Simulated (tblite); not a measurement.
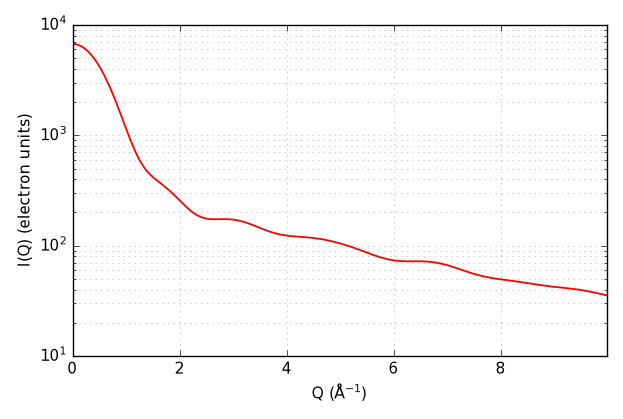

Elastic X-ray scattering of a randomly oriented, rigid molecule, calculated with the Debye equation from neutral-atom form factors (independent atoms, no Compton part, no vibration). The geometry is the end point of an optimisation (GFN2-xTB geometry optimisation, gas phase in tblite); it may be a saddle point or a higher isomer. It contains C, P, O, H.

Q: How many electrons does the independent-atom model of the molecule hold?

A: I(0) is the square of the electron number: I(0) = 6720, so about 82 electrons, the count of C8H11OP.

Q: What radius of gyration does the initial fall-off give?

A: From I(Q) ≈ I(0) exp(−Q²R²/3) at small Q, R ≈ 2.38 Å. It is larger than the electron-weighted radius of the nuclear positions alone (2.25 Å), because each atom's electron cloud adds to it.
